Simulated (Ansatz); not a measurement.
# ZnB2S4: complex band structure, part 2 of 2

Wanted: the relaxed cell of ZnB2S4, its band edges and its decay constants. It is built by putting B for Ga in the ZnGa2S4 structure of space group I-4, with the volume rescaled by atomic radii. The parent structure comes from the Materials Project.

Ansatz 0.2.0; r2SCAN DFT, plane waves, PAW files (the session's first sound run).

So far. Step 2 (Relaxing the new crystal): The largest force component on a free atom ends at 0.0061 eV/Å.

The structure was built from a prototype and need not be the compound's stable phase.

### 3. Band edges

The energy window and the wavevectors of the next steps follow from the band edges, so these are searched first, off the mesh as well.

input.yaml reads:

```yaml
crystal:
  lattice:
    - [-2.5184394285, 2.5184394285, 4.3310624473]
    - [2.5184394285, -2.5184394285, 4.3310624473]
    - [2.5184394285, 2.5184394285, -4.3310624473]
  atoms:
    - { symbol: Zn, position: [0.25, 0.75, 0.5] }
    - { symbol: B, position: [0.0, 0.0, 0.0] }
    - { symbol: B, position: [0.75, 0.25, 0.5] }
    - { symbol: S, position: [0.3783308741, 0.3144009837, 0.4599145992] }
    - { symbol: S, position: [0.6855990163, 0.1455136155, 0.0639298904] }
    - { symbol: S, position: [0.8544863845, 0.9184162749, 0.5400854008] }
    - { symbol: S, position: [0.0815837251, 0.6216691259, 0.9360701096] }
kpoints:
  mp_grid: { grid: [6, 6, 6] }
  band_path: { path: [VBM, CBM], npoints: 30 }
scf:
  occupations: { method: fixed }
hamiltonian:
  xc: r2scan
output:
  eigenvalues: true
  write_potential: true
  write_density: true
  volumetric_format: npy
```

On the command line:

```bash
> ansatz run input.yaml --threads 2 --pin off --max-ram 4096MiB --backend cpu --events-out ev --progress --plain --runs-dir out
```

Numbers of over 12 decimals in the logs are rounded to 6 here.

Log:

```text
[...]
Crystal: 7 atoms, lattice volume = 109.880 Å³
Basis set: ecut = 500 eV, 2791 PW (Γ), exchange–correlation on 180×180×180 points (64 copies of the dense FFT grid, shifted against one another)
Bands: 28, of which v1, the nominal top of the filled ones, is band 21 counted from 1 (20 counted from 0)
Symmetry: 4 space group operations
[...]
k-points: 36 of 216 (time reversal used)
[...]
SCF iter   1: F=—  HF=-7266.146248 eV  |F-HF|=—  |Δ(HF+E_count)|=         —  Δρ=1.08e-2  dr2=7.41e-2  dr2_τ=1.99e-1  ethr=1.77e-3  ⟨swp⟩=4.9  Hψ=4249  notcnv=0  defer=168
[...]
SCF iter   7: F=-7266.228048 eV  HF=-7266.228048 eV  |F-HF|=1.92e-9  |Δ(HF+E_count)|=   2.36e-7  Δρ=6.77e-6  dr2=5.80e-8  dr2_τ=1.24e-9  ethr=2.38e-10  ⟨swp⟩=9.8  Hψ=4472  notcnv=0
SCF 1 converged in 7 iterations: F = -7266.228048 eV  dr2 = 5.80e-8
[...]
NSCF: frozen V_eff on 36 k-points
[...]
SCF converged after 7 iterations
Free energy (F): -7266.228048 eV
[...]
Internal energy: -7266.228048 eV  (E = F + TS)
E sigma→0 (E₀):  -7266.228048 eV
Fermi energy:    6.126271 eV
[...]
--- Band table (eV; the first three rows and the last of 36) ---
  k-point 0: bands = [... 17 lower, 3.9343, 6.0371, 6.0371, 6.1263, 9.2242, 9.7569, 11.4039, 11.4039, ... 3 higher]
  k-point 1: bands = [... 17 lower, 4.2177, 5.1837, 5.6346, 5.8962, 9.5989, 10.8451, 11.3876, 11.5089, ... 3 higher]
  k-point 2: bands = [... 17 lower, 4.5216, 4.9389, 5.3426, 5.6660, 10.3632, 11.0407, 11.2131, 11.9148, ... 3 higher]
  k-point 35: bands = [... 17 lower, 3.8526, 4.2940, 5.4827, 5.4827, 9.8975, 10.0170, 10.3090, 10.3090, ... 3 higher]
```

Run time: 13 s. Hardware: 2 threads of AMD EPYC 9R45, shared host; peak memory 0.74 GiB.

Reading the cycles: dr2 is the Hartree energy of the density residual (eV), the measure of convergence; HF is the Harris–Foulkes estimate of the energy, which meets the free energy F at convergence.

Numbers from this step:

- Fermi energy: 6.126 eV
- gap on the k-mesh: 3.098 eV
- gap on path: 3.098 eV, by band count; negative where bands overlap
- direct gap on path: 3.098 eV
- edge places on path: 0, 0 1/A along the path

Levels at VBM (eV): -6.61, -6.39, -6.39, -6.35, -6.29, -5.63, -5.49, -5.49, -4.92, -3.48, -3.12, -2.19, -2.19, -0.09, -0.09, 0.00, 3.10, 3.63, 5.28, 5.28, 5.70, 6.02, 7.42.

The searched edges give 3.10 eV, as on the mesh.

### 4. Complex bands

This step: r2SCAN DFT, plane waves, PAW files; complex bands by layer matching along the plane's normal (Ansatz 0.2.0).

The same crystal is laid in a cell whose first two vectors span the (001) plane (indices of the standard conventional cell, whose axes can be ordered otherwise than in the bulk input). At fixed energy and wavevector in the plane the solver finds all kz, real and complex. A few wavevectors are listed, (0, 0) and (0.5, 0) in units of the plane's reciprocal vectors; the slowest state needn't be among them.

input.yaml reads:

```yaml
crystal:
  lattice:
    - [5.036878857, 0.0, 0.0]
    - [0.0, 5.036878857, 0.0]
    - [2.518439428, 2.518439428, 4.331062447]
  atoms:
    - { symbol: Zn, position: [0.25, 0.75, 0.5] }
    - { symbol: B, position: [0.0, 0.0, 0.0] }
    - { symbol: B, position: [0.75, 0.25, 0.5] }
    - { symbol: S, position: [0.0815837251, 0.1455136155, 0.2328172586] }
    - { symbol: S, position: [0.3783308741, 0.9184162749, 0.7671827414] }
    - { symbol: S, position: [0.6855990163, 0.6216691259, 0.2328172586] }
    - { symbol: S, position: [0.8544863845, 0.3144009837, 0.7671827414] }
kpoints:
  mp_grid: { grid: [6, 6, 6] }
scf:
  occupations: { method: fixed }
hamiltonian:
  xc: r2scan
output:
  eigenvalues: true
  transmission:
    leads: [[0, 0]]
    kpoints: [[0.0, 0.0], [0.5, 0.0]]
    e_range: [-1.0, 4.1]
    de: 0.13
```

Log:

```text
[...]
Crystal: 7 atoms, lattice volume = 109.880 Å³
Basis set: ecut = 500 eV, 2791 PW (Γ), exchange–correlation on 160×160×180 points (64 copies of the dense FFT grid, shifted against one another)
Bands: 28, of which v1, the nominal top of the filled ones, is band 21 counted from 1 (20 counted from 0)
Symmetry: 4 space group operations
[...]
k-points: 36 of 216 (time reversal used)
[...]
SCF iter   1: F=—  HF=-7266.146270 eV  |F-HF|=—  |Δ(HF+E_count)|=         —  Δρ=1.08e-2  dr2=7.41e-2  dr2_τ=1.99e-1  ethr=1.77e-3  ⟨swp⟩=4.9  Hψ=4254  notcnv=0  defer=166
[...]
SCF iter   7: F=-7266.228048 eV  HF=-7266.228048 eV  |F-HF|=2.10e-9  |Δ(HF+E_count)|=   2.36e-7  Δρ=6.77e-6  dr2=5.77e-8  dr2_τ=1.22e-9  ethr=2.38e-10  ⟨swp⟩=9.8  Hψ=4445  notcnv=0
SCF 1 converged in 7 iterations: F = -7266.228048 eV  dr2 = 5.77e-8
[...]
transmission: 6 of 12 steps passed
transmission: 12 of 12 steps passed
SCF converged after 7 iterations
Free energy (F): -7266.228048 eV
[...]
Internal energy: -7266.228048 eV  (E = F + TS)
E sigma→0 (E₀):  -7266.228048 eV
Fermi energy:    6.126271 eV
[...]
--- Band table (eV; the first three rows and the last of 36) ---
  k-point 0: bands = [... 17 lower, 3.9343, 6.0371, 6.0371, 6.1263, 9.2242, 9.7569, 11.4039, 11.4039, ... 3 higher]
  k-point 1: bands = [... 17 lower, 4.0529, 5.6216, 5.7310, 5.7310, 9.5522, 10.0954, 11.1268, 11.4966, ... 3 higher]
  k-point 2: bands = [... 17 lower, 4.0619, 4.6763, 5.4047, 5.4047, 9.7861, 10.8382, 10.8649, 10.8649, ... 3 higher]
  k-point 35: bands = [... 17 lower, 4.8812, 5.2264, 5.4678, 5.6341, 10.0193, 10.9557, 11.0012, 11.5617, ... 3 higher]
--- Transmission ---
  basis      : 261 plane waves across, 6 finite elements along
  points     : 2, as listed
  energies   : 40 from -1.000000 to 4.070000 eV about the Fermi level, 0.130000 eV apart; the leads are filled to 1.548983 eV, and channels, transmission and decay are at 1.600000 eV
  crystal 0  : B2S4Zn1, at the sites [0, 0], period 4.3311 Å: whole cells are its period
    offset         : up to 0.0000 Å between an atom of the period and one for which it stands
    channels       : 0.000000e0 a spin
    conductance    : none, the energies end too early or step too widely for 300 K: set another output.transmission.e_range or a lower de, or, where they end at an eighth of basis.ecutwfc, a higher one
    slowest decay  : 0.3136 /Å at (0.0000, 0.0000)
```

It took 18 s on 2 threads; peak memory 1.1 GiB; 35 s of CPU time.

Numbers from this step:

* level to which the leads are filled: 1.549 eV from the Fermi level
* decay constant at the filling level, zone centre: 0.3136 Å⁻¹
* decay constant at the filling level, slowest listed point: 0.3136 Å⁻¹

K parallel (0, 0); values up to 1.5 1/Å, a degenerate pair printed once or twice; energies at which all values exceed this have no row. Im kz of the slowest decaying states against energy, zero at the highest filled level on the SCF mesh:

| energy (eV) | decay 1 (Å⁻¹) | decay 2 (Å⁻¹) | decay 3 (Å⁻¹) | decay 4 (Å⁻¹) |
| --- | --- | --- | --- | --- |
| -1.000 | 0.182 | 0.419 | 0.520 | 1.29 |
| -0.480 | 0.193 | 0.443 | 0.487 | 1.21 |
| 0.040 | 0.0644 | 0.139 | 0.307 | 0.449 |
| 0.560 | 0.235 | 0.284 | 0.347 | 0.396 |
| 0.950 | 0.324 | 0.337 | 0.359 | 0.434 |
| 1.470 | 0.318 | 0.361 | 0.381 | 0.410 |
| 1.990 | 0.294 | 0.349 | 0.375 | 0.405 |
| 2.510 | 0.249 | 0.324 | 0.326 | 0.416 |
| 3.030 | 0.143 | 0.253 | 0.284 | 0.413 |
| 3.550 | 0.0946 | 0.0996 | 0.222 | 0.397 |
| 3.940 | 0.113 | 0.143 | 0.375 | 0.460 |

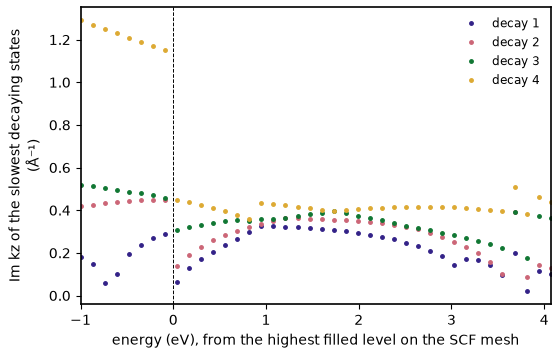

Im kz of the slowest decaying states, plotted against energy.

K parallel (0.5, 0); values up to 1.5 1/Å, a degenerate pair printed once or twice; energies at which all values exceed this have no row. Table of Im kz of the slowest decaying states by energy, zero at the highest filled level on the SCF mesh:

| energy (eV) | decay 1 (Å⁻¹) | decay 2 (Å⁻¹) | decay 3 (Å⁻¹) | decay 4 (Å⁻¹) |
| --- | --- | --- | --- | --- |
| -1.000 | 0.247 | 0.363 | 0.458 | 1.40 |
| -0.480 | 0.169 | 0.269 | 0.433 | 1.33 |
| 0.040 | 0.284 | 0.467 | 1.27 | - |
| 0.560 | 0.380 | 0.426 | 0.543 | 1.20 |
| 0.950 | 0.413 | 0.417 | 0.559 | 1.15 |
| 1.470 | 0.403 | 0.441 | 0.563 | 1.08 |
| 1.990 | 0.380 | 0.456 | 0.553 | 0.998 |
| 2.510 | 0.346 | 0.463 | 0.531 | 0.912 |
| 3.030 | 0.297 | 0.464 | 0.500 | 0.816 |
| 3.550 | 0.216 | 0.457 | 0.457 | 0.706 |
| 3.940 | 0.0892 | 0.416 | 0.443 | 0.616 |

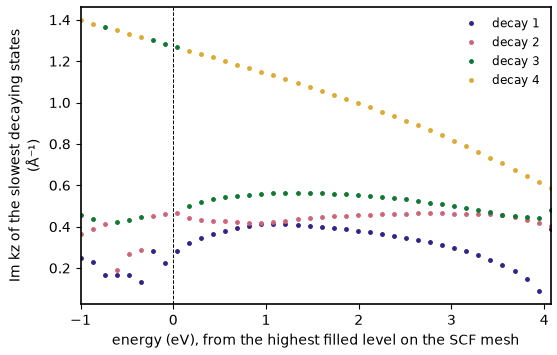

Im kz of the slowest decaying states against energy.

At the listed wavevectors the last open channel is at -0.09 eV and the next at +3.16 eV on the grid. At +1.60 eV, the grid energy nearest the filling level (the middle of the gap on the SCF mesh), the slowest state at the listed wavevectors decays with κ = 0.314 Å⁻¹, its amplitude falling by e over 3.2 Å. Through 1 nm of this crystal that state's transmission falls by exp(−2 × 0.314 Å⁻¹ × 10 Å) = 0.0019.

### 5. A repeat with changed settings: scf.n_extra_bands = 2 and basis.xc_grid = 3

This step: r2SCAN DFT, plane waves, PAW files; complex bands by layer matching along the plane's normal; changed: scf.n_extra_bands = 2, basis.xc_grid = 3 (Ansatz 0.2.0).

This run repeats an earlier one, its twin (the complex run, plane (001)), with two settings changed (scf.n_extra_bands, basis.xc_grid; files written aside). It is meant to test whether the numerical route changes the result or only the time.

Edit input.yaml of step 4 so:

```diff
@@ -17,2 +17,3 @@
   occupations: { method: fixed }
+  n_extra_bands: 2
 hamiltonian:
@@ -26 +27,3 @@
     de: 0.13
+basis:
+  xc_grid: 3
```

Log:

```text
[...]
Crystal: 7 atoms, lattice volume = 109.880 Å³
Basis set: ecut = 500 eV, 2791 PW (Γ), exchange–correlation on 120×120×135 points (27 copies of the dense FFT grid, shifted against one another)
Bands: 23, of which v1, the nominal top of the filled ones, is band 21 counted from 1 (20 counted from 0)
Symmetry: 4 space group operations
[...]
k-points: 36 of 216 (time reversal used)
[...]
SCF iter   1: F=—  HF=-7266.146015 eV  |F-HF|=—  |Δ(HF+E_count)|=         —  Δρ=1.08e-2  dr2=7.32e-2  dr2_τ=2.00e-1  ethr=1.77e-3  ⟨swp⟩=5.0  Hψ=3638  notcnv=0
[...]
SCF iter   8: F=-7266.227843 eV  HF=-7266.227843 eV  |F-HF|=2.60e-9  |Δ(HF+E_count)|=   4.05e-8  Δρ=2.66e-6  dr2=7.58e-9  dr2_τ=5.61e-10  ethr=2.38e-10  ⟨swp⟩=3.0  Hψ=2086  notcnv=0
SCF 1 converged in 8 iterations: F = -7266.227843 eV  dr2 = 7.58e-9
[...]
transmission: 6 of 12 steps passed
transmission: 12 of 12 steps passed
SCF converged after 8 iterations
Free energy (F): -7266.227843 eV
[...]
Internal energy: -7266.227843 eV  (E = F + TS)
E sigma→0 (E₀):  -7266.227843 eV
Fermi energy:    6.126264 eV
[...]
--- Band table (eV; the first three rows and the last of 36) ---
  k-point 0: bands = [... 17 lower, 3.9343, 6.0371, 6.0371, 6.1263, 9.2242, 9.7569]
  k-point 1: bands = [... 17 lower, 4.0529, 5.6216, 5.7310, 5.7310, 9.5522, 10.0953]
  k-point 2: bands = [... 17 lower, 4.0619, 4.6763, 5.4047, 5.4047, 9.7861, 10.8382]
  k-point 35: bands = [... 17 lower, 4.8812, 5.2264, 5.4678, 5.6341, 10.0193, 10.9556]
--- Transmission ---
  basis      : 261 plane waves across, 6 finite elements along
  points     : 2, as listed
[...]
crystal 0  : B2S4Zn1, at the sites [0, 0], period 4.3311 Å: whole cells are its period
[...]
channels       : 0.000000e0 a spin
[...]
slowest decay  : 0.3136 /Å at (0.0000, 0.0000)
```

Elapsed: 16 s, on 2 threads; peak memory 0.98 GiB.

This step gave:

```
free energy : -7266.2278 eV
```

K parallel (0, 0); values up to 1.5 1/Å, a degenerate pair printed once or twice; energies at which all values exceed this have no row. Im kz of the slowest decaying states against energy, zero at the highest filled level on the SCF mesh:

(Unchanged from step 4.)

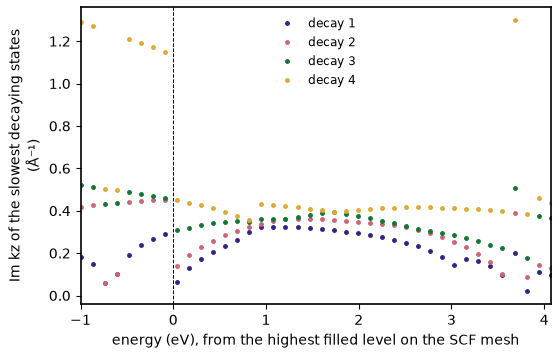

Im kz of the slowest decaying states, plotted against energy.

K parallel (0.5, 0); values up to 1.5 1/Å, a degenerate pair printed once or twice; energies at which all values exceed this have no row. The Im kz of the slowest decaying states by energy, zero at the highest filled level on the SCF mesh:

(Unchanged from step 4.)

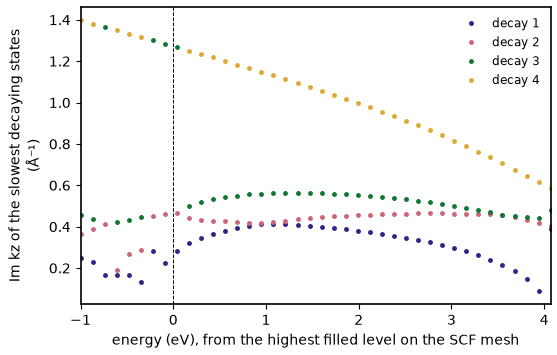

Im kz of the slowest decaying states against energy.

The least decay constant is 0.314 Å⁻¹ against 0.314 Å⁻¹ in the twin: no change within 1 %.

### 6. What came out

* band gap: 3.10 eV
* least decay constant at mid-gap, normal to (001): 0.314 Å⁻¹

What this shows: With r2SCAN, the slowest decay at the wavevectors tried is κ = 0.314 Å⁻¹, normal to (001). Through such a film the transmission near mid-gap falls as exp(−2κd), a factor of ten every 3.7 Å. A free electron under a barrier of half the gap would need a mass of 0.24 mₑ to decay at this rate. The compound is made up by substitution; its stability against other phases and against distortions of the cell's symmetry was not tested. r2SCAN still narrows gaps, if less than LDA and GGA do, so real decay constants are likely larger.

[Logs are printed without paths, hosts, clocks, repeated set-up lines and the standing remarks that a program may print on its own settings, such as how far it seeks lower states.]

[Hosts, paths, dates, database ids (printed as entryN), source tags and the programs' standing remarks are cut or masked in the printed files.]

[New means built here by substitution; the compound itself may be known and measured.]
